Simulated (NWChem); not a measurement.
# O2F (SMILES [O]OF): levels of theory compared

Aim: a comparison of 6 runs (UHF/STO-3G, UHF/3-21G, UB3LYP/6-31G*, UB3LYP/def2-TZVPPD, UM06-2X/def2-TZVPPD, UPBE0/def2-TZVPPD) of O2F. 

The results are computed with NWChem 7.3.0.

3 further runs of the same task are left out: 1 that didn't finish, 2 set aside as unsound or not needed. Runs told in other sessions of the task aren't counted.

### Step 1. The system as given

The species is O2F (3 atoms), meant as a doublet with charge 0. SMILES: `[O]OF`. Geometry: relaxed at PBE0-D4/def2-TZVP.

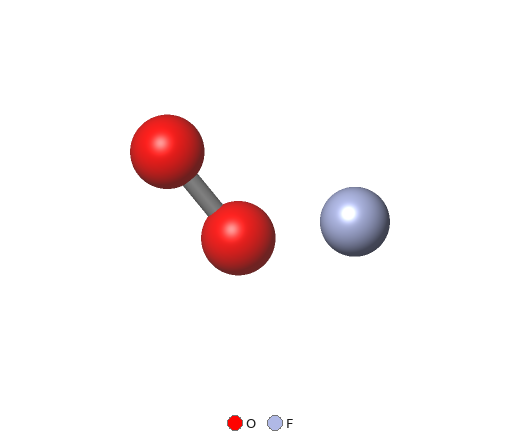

The structure, seen from a chosen angle (oxygen red, fluorine light blue).

### Step 2. Energy and gradient at UHF/STO-3G (run 1)

The input, fo2.nw:

```
start fo2
memory stack 880 mb heap 220 mb global 1100 mb

geometry units angstrom noautosym nocenter noautoz
   O     0.933400   -0.295440    0.482240
   O     0.133270    0.497870    0.127930
   F    -1.066650   -0.202430   -0.610160
end

basis "ao basis" spherical bse
   * library STO-3G
end

scf
   doublet
   uhf
   thresh 1e-08
   maxiter 80
end

task scf gradient
```

Started as:

```
$ nwchem fo2.nw > fo2.out
```

The log of the run:

```text
[...]
  functions       =    15
[...]
  wavefunction    = UHF
[...]
         Total SCF energy =   -245.586805362190
      One electron energy =   -481.370080982454
      Two electron energy =    166.186578383839
 Nuclear repulsion energy =     69.596697236425
                       Sz =      0.5000
                 Sz(Sz+1) =      0.7500
                      S^2 =      1.3961
[...]
                         UHF ENERGY GRADIENTS
    atom               coordinates                        gradient
                 x          y          z           x          y          z
   1 O       1.763870  -0.558301   0.911301   -0.142411   0.145811  -0.062557
   2 O       0.251844   0.940838   0.241753    0.106733  -0.169711   0.040274
   3 F      -2.015676  -0.382537  -1.153035    0.035678   0.023899   0.022283
[...]
```

It took 1.9 s on 1 thread of Intel Xeon Platinum 8259CL at 2.50GHz (Skylake/Cascade Lake), shared host; peak memory 0.098 GiB.

### Step 3. Energy and forces at UHF/3-21G (run 2)

The input, run.py:

```python
from ase import Atoms
from ase.calculators.nwchem import NWChem

system = Atoms(['O', 'O', 'F'], positions=[
    [0.933400, -0.295440, 0.482240],
    [0.133270, 0.497870, 0.127930],
    [-1.066650, -0.202430, -0.610160],
])

calc = NWChem(
    label='work',
    theory='scf',
    memory='2200 mb',
    basis='3-21G',
    basispar='spherical bse',
    scf={'nopen': '1', 'uhf': None, 'thresh': '1e-08', 'maxiter': '80', 'print': 'low'},
)
system.calc = calc

forces = system.get_forces()
e = system.get_potential_energy()
print(f"E = {e:.6f} eV")
print("forces (eV/A):")
for s, f in zip(system.symbols, forces):
    print(f"{s:2s} {f[0]:10.5f} {f[1]:10.5f} {f[2]:10.5f}")
```

Started as:

```
$ export ASE_NWCHEM_COMMAND="nwchem PREFIX.nwi > PREFIX.nwo"
$ python run.py
```

The log of the run:

```text
E = -6736.449559 eV
forces (eV/A):
O     5.41094   -5.37278    2.39519
O    -1.77303    7.50125   -0.15689
F    -3.63791   -2.12846   -2.23830
```

The calculator wrote work.nwi:

```
title "work"

permanent_dir work

scratch_dir work

start work

geometry units angstrom nocenter noautosym noautoz
  O  9.3340000000000001e-01 -2.9543999999999998e-01 4.8224000000000000e-01
  O  1.3327000000000000e-01 4.9786999999999998e-01 1.2792999999999999e-01
  F  -1.0666500000000001e+00 -2.0243000000000000e-01 -6.1016000000000004e-01
end

memory 2200 mb

basis spherical bse noprint
   * library 3-21G
end

scf
  nopen 1
  uhf
  thresh 1e-08
  maxiter 80
  print low
end

task scf gradient
```

work.nwo:

```text
Northwest Computational Chemistry Package (NWChem) 7.3.0
             --------------------------------------------------------

           Job information
           ---------------

    nwchem branch   = 7.3.0
    use scalapack   = T
    input           = work.nwi
    prefix          = work.
    data base       = work/work.db
    status          = startup
    nproc           =        1

           Memory information
           ------------------

    heap     =     72089600 doubles =      550.0 Mbytes
    stack    =     72089597 doubles =      550.0 Mbytes
    global   =    144179200 doubles =     1100.0 Mbytes (distinct from heap & stack)
    total    =    288358397 doubles =     2200.0 Mbytes
    verify   = yes
    hardfail = no

           Directory information
           ---------------------

  0 permanent = work
  0 scratch   = work

                                NWChem Input Module
                                -------------------

                                       work
                                       ----

[... 22 lines left out ...]
            Nuclear Dipole moment (a.u.)
[... 33 lines left out ...]
  charge          =   0.00
  wavefunction    = UHF
  input vectors   = atomic
  output vectors  = work/work.movecs
  use symmetry    = F
  symmetry adapt  = F

 Forming initial guess at       0.0s

 Starting SCF solution at       0.1s

  ga_iter_lsolve: convergence stagnant ... aborting solve

       Final UHF  results
       ------------------

         Total SCF energy =   -247.559957178169
      One electron energy =   -481.613025010153
      Two electron energy =    164.456370595559
 Nuclear repulsion energy =     69.596697236425

                       Sz =      0.5000
                 Sz(Sz+1) =      0.7500
                      S^2 =      1.4178

        Time for solution =      1.5s

                              NWChem Gradients Module
                              -----------------------

                         UHF ENERGY GRADIENTS

    atom               coordinates                        gradient
                 x          y          z           x          y          z
   1 O       1.763870  -0.558301   0.911301   -0.105226   0.104484  -0.046579
   2 O       0.251844   0.940838   0.241753    0.034480  -0.145876   0.003051
   3 F      -2.015676  -0.382537  -1.153035    0.070746   0.041392   0.043528

 Task  times  cpu:        1.6s     wall:        1.6s
 Total times  cpu:        1.7s     wall:        1.7s
```

It took 3.3 s on 1 thread of Intel Xeon Platinum 8259CL at 2.50GHz (Skylake/Cascade Lake), shared host; peak memory 0.1 GiB.

### Step 4. Energy and gradient at UB3LYP/6-31G(d) (Cartesian functions) (run 3)

The input, fo2.nw:

```
start fo2
memory total 2200 mb

geometry units angstroms noautosym nocenter noautoz
   O     0.933400   -0.295440    0.482240
   O     0.133270    0.497870    0.127930
   F    -1.066650   -0.202430   -0.610160
end

basis cartesian
   * library 6-31G*
end

dft
   xc b3lyp
   mult 2
   grid xfine
   convergence energy 1e-08
   maxiter 100
   mulliken
   noprint "final vectors analysis"
end

task dft gradient
```

Started as:

```
$ nwchem fo2.nw > fo2.out
```

The log of the run:

```text
[...]
          Wavefunction type:  spin polarized.
          No. of atoms     :     3
          No. of electrons :    25
[...]
          Charge           :     0
          Spin multiplicity:     2
[...]
          AO basis - number of functions:    45
[...]
              XC Information
              --------------
                         B3LYP Method XC Potential
                     Hartree-Fock (Exact) Exchange  0.200
                        Slater Exchange Functional  0.800 local
                    Becke 1988 Exchange Functional  0.720 non-local
              Lee-Yang-Parr Correlation Functional  0.810
                  VWN I RPA Correlation Functional  0.190 local
[...]
 d= 0,ls=0.0,diis     1   -249.8588182409 -3.19D+02  2.49D-02  4.99D-01     1.6
[...]
 d= 0,ls=0.0,diis    16   -250.0535811412 -7.94D-10  5.60D-07  7.53D-11    22.0
[...]
         Total DFT energy =     -250.053581141230
      One electron energy =     -483.726163618286
           Coulomb energy =      191.497399701835
    Exchange-Corr. energy =      -27.421514461204
 Nuclear repulsion energy =       69.596697236425
[...]
      Total Density - Mulliken Population Analysis
     ---------------------------------------------
    Atom       Charge   Shell Charges
 -----------   ------   -------------------------------------------------------
    1 O    8     7.98   1.99  0.97  2.77  0.94  1.25  0.05
    2 O    8     7.80   1.99  1.01  2.69  0.89  1.14  0.08
    3 F    9     9.22   1.99  0.97  3.22  0.99  2.00  0.05
[...]
      <S2> =      0.7751 (Exact =     0.7500)
[...]
  wavefunction    = open shell
                         DFT ENERGY GRADIENTS
    atom               coordinates                        gradient
                 x          y          z           x          y          z
   1 O       1.763870  -0.558301   0.911301   -0.031097   0.029774  -0.013886
   2 O       0.251844   0.940838   0.241753    0.027130  -0.031384   0.011523
   3 F      -2.015676  -0.382537  -1.153035    0.003967   0.001610   0.002363
[...]
```

Run time: 24 s. Hardware: 1 thread of Intel Xeon Platinum 8259CL at 2.50GHz (Skylake/Cascade Lake), shared host; peak memory 0.12 GiB.

Runs 4 to 5 aren't shown in full; the table further down has their settings and results.

### Step 5. Energy and forces at UPBE0/def2-TZVPPD (run 6)

The input, run.py:

```python
from ase import Atoms
from ase.calculators.nwchem import NWChem

atoms = Atoms('OOF', positions=[
    [0.933400, -0.295440, 0.482240],
    [0.133270, 0.497870, 0.127930],
    [-1.066650, -0.202430, -0.610160],
])

calc = NWChem(
    label='geom',
    theory='dft',
    memory='2200 mb',
    basis='def2-TZVPPD',
    basispar='spherical bse',
    dft={'xc': 'pbe0', 'mult': '2', 'grid': 'fine', 'convergence': 'energy 1e-08', 'iterations': '100', 'mulliken': None},
)
atoms.calc = calc

forces = atoms.get_forces()
print("Total energy (eV):", round(atoms.get_potential_energy(), 6))
print("forces (eV/A):")
for s, f in zip(atoms.symbols, forces):
    print(f"{s:2s} {f[0]:10.5f} {f[1]:10.5f} {f[2]:10.5f}")
```

Started as:

```
$ export ASE_NWCHEM_COMMAND="nwchem PREFIX.nwi > PREFIX.nwo"
$ python run.py
```

The log of the run:

```text
Total energy (eV): -6800.913762
forces (eV/A):
O    -0.05374    0.05590   -0.02350
O     0.08130   -0.04155    0.04026
F    -0.02756   -0.01430   -0.01676
```

The calculator wrote geom.nwi:

```
title "geom"

permanent_dir geom

scratch_dir geom

start geom

geometry units angstrom nocenter noautosym noautoz
  O  9.3340000000000001e-01 -2.9543999999999998e-01 4.8224000000000000e-01
  O  1.3327000000000000e-01 4.9786999999999998e-01 1.2792999999999999e-01
  F  -1.0666500000000001e+00 -2.0243000000000000e-01 -6.1016000000000004e-01
end

memory 2200 mb

basis spherical bse noprint
   * library def2-TZVPPD
end

dft
  xc pbe0
  mult 2
  grid fine
  convergence energy 1e-08
  iterations 100
  mulliken
end

task dft gradient
```

geom.nwo:

```text
Northwest Computational Chemistry Package (NWChem) 7.3.0
             --------------------------------------------------------

           Job information
           ---------------

    nwchem branch   = 7.3.0
    use scalapack   = T
    input           = geom.nwi
    prefix          = geom.
    data base       = geom/geom.db
    status          = startup
    nproc           =        1

           Memory information
           ------------------

    heap     =     72089598 doubles =      550.0 Mbytes
    stack    =     72089595 doubles =      550.0 Mbytes
    global   =    144179200 doubles =     1100.0 Mbytes (distinct from heap & stack)
    total    =    288358393 doubles =     2200.0 Mbytes
    verify   = yes
    hardfail = no

           Directory information
           ---------------------

  0 permanent = geom
  0 scratch   = geom

                                NWChem Input Module
                                -------------------

                                       geom
                                       ----

[... 22 lines left out ...]
            Nuclear Dipole moment (a.u.)
[... 55 lines left out ...]
          Convergence on energy requested:  1.00D-08
[... 22 lines left out ...]
          Spatial weights used:  Erf1
[... 4 lines left out ...]
          total energy or number of iterations.
[... 28 lines left out ...]
 2-e energy   =     165.646949
[... 49 lines left out ...]
      One electron energy =     -483.557894911696
[... 2 lines left out ...]
 Nuclear repulsion energy =       69.596697236425
[... 1832 lines left out ...]
          Convergence on energy requested:  1.00D-08
[... 22 lines left out ...]
          Spatial weights used:  Erf1
[... 4 lines left out ...]
          total energy or number of iterations.
[... 18 lines left out ...]
                            NWChem DFT Gradient Module
                            --------------------------

                                       geom

  charge          =   0.00
  wavefunction    = open shell

                         DFT ENERGY GRADIENTS

    atom               coordinates                        gradient
                 x          y          z           x          y          z
   1 O       1.763870  -0.558301   0.911301    0.001045  -0.001087   0.000457
   2 O       0.251844   0.940838   0.241753   -0.001581   0.000808  -0.000783
   3 F      -2.015676  -0.382537  -1.153035    0.000536   0.000278   0.000326

                 ----------------------------------------
                 |  Time  |  1-e(secs)   |  2-e(secs)   |
                 ----------------------------------------
                 |  CPU   |       0.02   |      12.66   |
                 ----------------------------------------
                 |  WALL  |       0.02   |      12.66   |
                 ----------------------------------------

 Task  times  cpu:       89.7s     wall:       89.7s
 Total times  cpu:       89.7s     wall:       89.7s
```

Run time: 92 s. Hardware: 1 thread of Intel Xeon Platinum 8259CL at 2.50GHz (Skylake/Cascade Lake), shared host; peak memory 0.13 GiB.

### Step 6. All runs side by side

| run | level | Cartesian functions | iteration cap | energy (Eh) | dipole moment (D) | HOMO energy (eV) | LUMO energy (eV) | wall time |
| --- | --- | --- | --- | --- | --- | --- | --- | --- |
| 1 | UHF/STO-3G | no | 80 | -245.586805 | 0.03 | -10.96 | 7.96 | 1.9 s |
| 2 | UHF/3-21G | no | 80 | -247.559957 | – | – | – | 3.3 s |
| 3 | UB3LYP/6-31G* (Cartesian functions) | yes | 100 | -250.053581 | 1.28 | – | – | 24 s |
| 4 | UB3LYP/def2-TZVPPD | no | 100 | -250.180851 | 1.64 | -9.40 | -4.65 | 94 s |
| 5 | UM06-2X/def2-TZVPPD | no | 100 | -250.065632 | 1.61 | -11.72 | -2.83 | 1.8 min |
| 6 | UPBE0/def2-TZVPPD | no | 100 | -249.928973 | 1.63 | -9.70 | -4.13 | 92 s |

### Step 7. Summary of results

| quantity | value |
| --- | --- |
| run 6: total energy | -249.92897 Eh |
| run 6: dipole moment | 1.63 D |
| run 6: HOMO energy (highest over α and β) | -9.70 eV |
| run 6: LUMO energy (lowest over α and β) | -4.13 eV |
| run 6: ⟨S²⟩ | 0.790 |
| run 6: largest force on an atom | 0.100 eV/Å |

**Reading.** Over runs 1, 3, 4, 5, 6 the dipole moment (its size) runs from 0.03 D (UHF/STO-3G) to 1.64 D (UB3LYP/def2-TZVPPD). The two ends differ in method and basis. Totals of different functionals can't be ranked against each other. In run 1 the basis is minimal, so the values are rough. Spin contamination of the reference: run 2 ⟨S²⟩ = 1.42, run 1 ⟨S²⟩ = 1.40. Where it is this large, the reference is a mixture of spin states, and values that rest on it are in doubt. All runs together took 5.4 min, the longest 1.8 min.
